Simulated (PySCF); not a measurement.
## Geometry relaxation of Ge2H6O

- system: Ge2H6O
- method: PBE0-D3(BJ)/def2-SVP geometry optimisation, gas phase (PySCF 2.14.0)

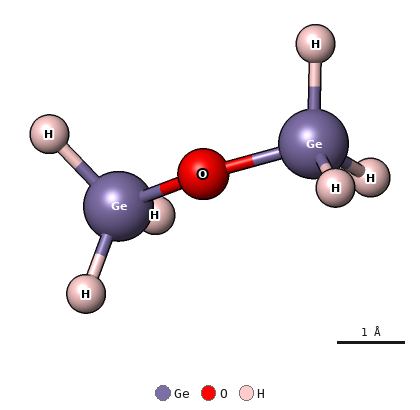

The structure as given in the input (ball-and-stick view, seen at a tilt). Sticks mark near contacts. Bond lengths as drawn: Ge–H 1.50 Å and Ge–O 1.74 Å.

**Results in brief**

- outcome: converged
- total energy: −4231.661866 hartree
- dipole moment: 0.97 D
- point group: C1
- hardware: 1 CPU thread, shared host
- wall time: 99 s
- peak memory: 0.41 GiB

**Input**
```
{"job": {"xc": "PBE0", "basis": "def2-SVP", "d3": "d3bj", "grid": 1, "kind": "geom"}, "charge": 0, "multiplicity": 1}
Ge     1.660330    -0.276740     0.102410
O      0.047300     0.153140    -0.383140
Ge    -1.650830     0.291070    -0.043270
H      2.106700    -1.293340    -0.904710
H      2.452000     0.994090     0.032100
H      1.628550    -0.841960     1.495200
H     -2.002180    -0.632460     1.089790
H     -2.308570    -0.106520    -1.328340
H     -1.906190     1.724700     0.316840
```

The first line tells a small driver script what to run in PySCF; the rest is the geometry in Å.

Command:
```bash
OMP_NUM_THREADS=1 python <driver script> task.json out
```

**The program's output**
```
step   0  E = -4231.65490694  max force = 0.013809
step   1  E = -4231.65993085  max force = 0.003319
step   2  E = -4231.66027738  max force = 0.004190
step   3  E = -4231.66106359  max force = 0.005605
step   4  E = -4231.66145737  max force = 0.004014
step   5  E = -4231.66167054  max force = 0.001496
step   6  E = -4231.66171081  max force = 0.000391
step   7  E = -4231.66171859  max force = 0.000481
step   8  E = -4231.66174367  max force = 0.000695
step   9  E = -4231.66179857  max force = 0.001522
step  10  E = -4231.66182463  max force = 0.001002
step  11  E = -4231.66185990  max force = 0.000321
step  12  E = -4231.66186595  max force = 0.000393
optimisation converged
```

**Trajectory as extended XYZ (Å, eV, eV/Å), 12 of the 13 frames kept, from step=0 to step=12**
```
9
Properties=species:S:1:pos:R:3:forces:R:3 step=0 energy=-115149.19518
Ge    1.6603   -0.2767    0.1024   -0.2501   0.0357  -0.0313
O     0.0473    0.1531   -0.3831    0.0862   0.1562  -0.4315
Ge   -1.6508    0.2911   -0.0433    0.2219  -0.0421   0.0130
H     2.1067   -1.2933   -0.9047    0.4055  -0.5254  -0.4285
H     2.4520    0.9941    0.0321    0.5506   0.5678   0.0124
H     1.6285   -0.8420    1.4952    0.0676  -0.2931   0.6934
H    -2.0022   -0.6325    1.0898   -0.2671  -0.4360   0.5593
H    -2.3086   -0.1065   -1.3283   -0.5358  -0.1733  -0.5827
H    -1.9062    1.7247    0.3168   -0.2790   0.7101   0.1958
9
Properties=species:S:1:pos:R:3:forces:R:3 step=1 energy=-115149.33188
Ge    1.6825   -0.2766    0.0887   -0.0939  -0.0165   0.0988
O     0.0520    0.1655   -0.4251    0.0185   0.0448  -0.1707
Ge   -1.6702    0.2984   -0.0583    0.0701  -0.0411   0.1123
H     2.2111   -1.3311   -0.9100   -0.0289   0.0846   0.0687
H     2.5464    1.0049    0.0536   -0.0533  -0.0952  -0.0034
H     1.6396   -0.8612    1.5233    0.0033   0.0327  -0.0874
H    -2.0273   -0.6453    1.1179    0.0185   0.0536  -0.0763
H    -2.4304   -0.1081   -1.3401    0.0507   0.0366   0.0989
H    -1.9764    1.7654    0.3268    0.0150  -0.0994  -0.0408
9
Properties=species:S:1:pos:R:3:forces:R:3 step=2 energy=-115149.34131
Ge    1.6721   -0.2746    0.0863   -0.0263  -0.0316   0.1180
O     0.0546    0.1737   -0.4510    0.0221   0.0571  -0.2155
Ge   -1.6595    0.2977   -0.0590    0.0035  -0.0332   0.1223
H     2.2129   -1.3260   -0.9014   -0.0084   0.0226   0.0121
H     2.5419    0.9973    0.0648   -0.0136  -0.0217  -0.0016
H     1.6063   -0.8591    1.5158   -0.0035   0.0077  -0.0231
H    -1.9950   -0.6444    1.1194    0.0084   0.0130  -0.0196
H    -2.4367   -0.1116   -1.3234    0.0135   0.0087   0.0209
H    -1.9695    1.7591    0.3254    0.0043  -0.0226  -0.0136
9
Properties=species:S:1:pos:R:3:forces:R:3 step=3 energy=-115149.36271
Ge    1.6318   -0.2681    0.0760    0.1543  -0.0610   0.1340
O     0.0663    0.2089   -0.5676    0.0001   0.0745  -0.2882
Ge   -1.6171    0.2965   -0.0636   -0.1634  -0.0027   0.1137
H     2.2248   -1.3158   -0.8715    0.0322  -0.0909  -0.0832
H     2.5258    0.9764    0.1198    0.0586   0.1088   0.0137
H     1.4581   -0.8552    1.4877   -0.0268  -0.0376   0.0921
H    -1.8523   -0.6414    1.1330    0.0071  -0.0574   0.0874
H    -2.4686   -0.1349   -1.2602   -0.0537  -0.0471  -0.1117
H    -1.9416    1.7455    0.3232   -0.0085   0.1134   0.0421
9
Properties=species:S:1:pos:R:3:forces:R:3 step=4 energy=-115149.37342
Ge    1.5970   -0.2637    0.0657    0.1997  -0.0484   0.0813
O     0.0746    0.2365   -0.6707    0.0042   0.0427  -0.2064
Ge   -1.5817    0.2969   -0.0677   -0.2052   0.0232   0.0602
H     2.2361   -1.3119   -0.8493    0.0382  -0.1013  -0.0884
H     2.5047    0.9661    0.1744    0.0627   0.1194   0.0224
H     1.3247   -0.8563    1.4589   -0.0368  -0.0408   0.0981
H    -1.7202   -0.6343    1.1483    0.0125  -0.0621   0.0979
H    -2.4939   -0.1635   -1.2061   -0.0667  -0.0561  -0.1164
H    -1.9141    1.7422    0.3233   -0.0086   0.1234   0.0515
9
Properties=species:S:1:pos:R:3:forces:R:3 step=5 energy=-115149.37922
Ge    1.5962   -0.2644    0.0626    0.0742  -0.0106   0.0229
O     0.0748    0.2392   -0.6923    0.0092  -0.0017  -0.0726
Ge   -1.5813    0.2984   -0.0679   -0.0769   0.0172   0.0161
H     2.2458   -1.3126   -0.8528    0.0102  -0.0358  -0.0369
H     2.5017    0.9708    0.1914    0.0197   0.0478   0.0111
H     1.2999   -0.8642    1.4519   -0.0132  -0.0185   0.0396
H    -1.6941   -0.6276    1.1593    0.0021  -0.0232   0.0425
H    -2.5049   -0.1768   -1.1974   -0.0225  -0.0225  -0.0447
H    -1.9111    1.7492    0.3220   -0.0028   0.0473   0.0221
9
Properties=species:S:1:pos:R:3:forces:R:3 step=7 energy=-115149.38053
Ge    1.5998   -0.2671    0.0607   -0.0056   0.0105  -0.0049
O     0.0732    0.2315   -0.6967   -0.0044  -0.0248   0.0082
Ge   -1.5850    0.3001   -0.0662    0.0102   0.0114  -0.0032
H     2.2570   -1.3032   -0.8680   -0.0022   0.0084   0.0023
H     2.4928    0.9791    0.2071   -0.0039  -0.0055   0.0035
H     1.3012   -0.8847    1.4452    0.0028  -0.0001  -0.0071
H    -1.6923   -0.6105    1.1770   -0.0009   0.0043  -0.0045
H    -2.5096   -0.1921   -1.1920    0.0035   0.0026   0.0067
H    -1.9100    1.7590    0.3098    0.0005  -0.0069  -0.0010
9
Properties=species:S:1:pos:R:3:forces:R:3 step=8 energy=-115149.38121
Ge    1.5968   -0.2712    0.0560   -0.0113   0.0157  -0.0143
O     0.0698    0.2163   -0.7098   -0.0039  -0.0332   0.0358
Ge   -1.5823    0.3024   -0.0634    0.0162   0.0162  -0.0076
H     2.2778   -1.2772   -0.8884    0.0011   0.0130   0.0057
H     2.4676    0.9863    0.2399   -0.0029  -0.0115   0.0001
H     1.2944   -0.9221    1.4246    0.0004   0.0017  -0.0121
H    -1.6779   -0.5756    1.2044    0.0002   0.0016  -0.0118
H    -2.5173   -0.2174   -1.1680    0.0006   0.0070   0.0112
H    -1.9017    1.7705    0.2817   -0.0004  -0.0105  -0.0070
9
Properties=species:S:1:pos:R:3:forces:R:3 step=9 energy=-115149.38271
Ge    1.5904   -0.2872    0.0419   -0.0210   0.0175  -0.0251
O     0.0552    0.1539   -0.7381   -0.0006  -0.0389   0.0783
Ge   -1.5774    0.3112   -0.0533    0.0216   0.0230  -0.0095
H     2.3497   -1.1758   -0.9577    0.0073   0.0197   0.0131
H     2.3755    1.0035    0.3491    0.0045  -0.0180  -0.0117
H     1.2974   -1.0549    1.3510   -0.0061   0.0060  -0.0190
H    -1.6430   -0.4486    1.2911    0.0026  -0.0103  -0.0239
H    -2.5446   -0.2965   -1.0830   -0.0056   0.0166   0.0164
H    -1.8761    1.8063    0.1759   -0.0027  -0.0157  -0.0184
9
Properties=species:S:1:pos:R:3:forces:R:3 step=10 energy=-115149.38342
Ge    1.5918   -0.2903    0.0404   -0.0130   0.0154  -0.0141
O     0.0516    0.1395   -0.7338   -0.0016  -0.0318   0.0515
Ge   -1.5792    0.3127   -0.0509    0.0142   0.0187  -0.0021
H     2.3611   -1.1579   -0.9690    0.0072   0.0123   0.0066
H     2.3636    1.0051    0.3606    0.0044  -0.0110  -0.0091
H     1.3086   -1.0750    1.3409   -0.0060   0.0031  -0.0120
H    -1.6476   -0.4304    1.3022    0.0022  -0.0101  -0.0171
H    -2.5507   -0.3032   -1.0712   -0.0056   0.0122   0.0093
H    -1.8720    1.8116    0.1577   -0.0017  -0.0087  -0.0131
9
Properties=species:S:1:pos:R:3:forces:R:3 step=11 energy=-115149.38438
Ge    1.5951   -0.2980    0.0368    0.0077   0.0088   0.0085
O     0.0418    0.1003   -0.7222   -0.0057  -0.0165  -0.0148
Ge   -1.5838    0.3161   -0.0444   -0.0031   0.0079   0.0087
H     2.3876   -1.1157   -0.9947    0.0016  -0.0029  -0.0038
H     2.3346    1.0092    0.3834    0.0009   0.0034   0.0000
H     1.3374   -1.1199    1.3183   -0.0007  -0.0025   0.0022
H    -1.6604   -0.3910    1.3265   -0.0008  -0.0043   0.0006
H    -2.5684   -0.3127   -1.0433   -0.0011   0.0016  -0.0051
H    -1.8568    1.8237    0.1165    0.0011   0.0045   0.0037
9
Properties=species:S:1:pos:R:3:forces:R:3 step=12 energy=-115149.38454
Ge    1.5956   -0.2996    0.0359    0.0076   0.0094   0.0085
O     0.0391    0.0895   -0.7212   -0.0052  -0.0158  -0.0202
Ge   -1.5845    0.3165   -0.0429   -0.0031   0.0059   0.0064
H     2.3922   -1.1108   -0.9975   -0.0007  -0.0041  -0.0035
H     2.3282    1.0115    0.3828   -0.0005   0.0034   0.0017
H     1.3436   -1.1244    1.3166    0.0009  -0.0024   0.0029
H    -1.6644   -0.3880    1.3291   -0.0014  -0.0017   0.0024
H    -2.5736   -0.3086   -1.0397    0.0010   0.0010  -0.0055
H    -1.8491    1.8261    0.1137    0.0015   0.0043   0.0073
```

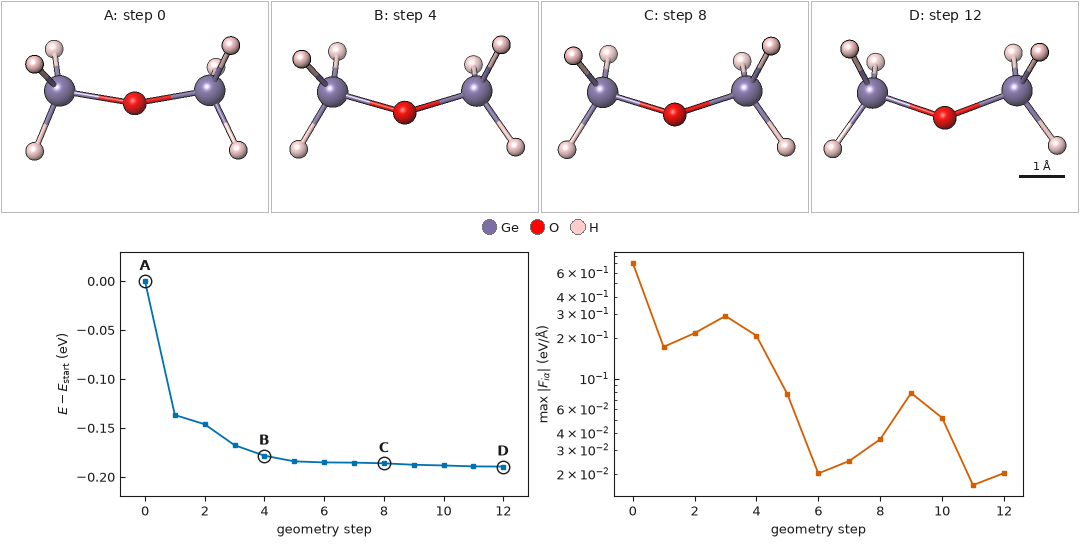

Frames of the relaxation (ball-and-stick view, seen at a tilt) above the curves, on which the letters mark them (steps are counted from 0).

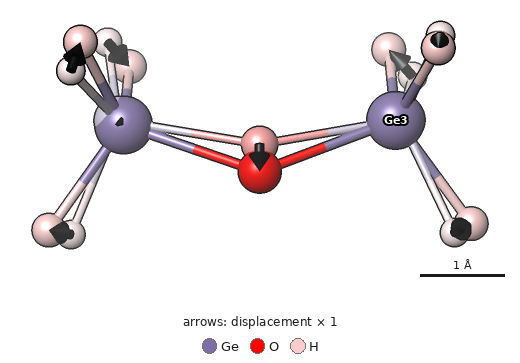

Start (faint) and end (solid) with the displacements as black arrows, at true length (ball-and-stick view, seen at a tilt). The two geometries are laid on each other by the best rigid fit. The largest move after the best rigid fit is that of H7, 0.45 Å. Largest moves by element: H 0.45 Å, O 0.34 Å, Ge 0.08 Å. Among the contacts that change: Ge1–H4 1.499 → 1.536 Å, Ge1–O2 1.739 → 1.774 Å. Among the angles that change: Ge1–O2–Ge3 150.7° → 131.9°, O2–Ge1–H5 105.5° → 109.1°, O2–Ge3–H8 103.9° → 106.8°. The energy falls by 0.189 eV in 12 geometry steps. The largest force component goes from 0.71 to 0.02 eV/Å. (Atoms are counted from 1 in the order of the input.)
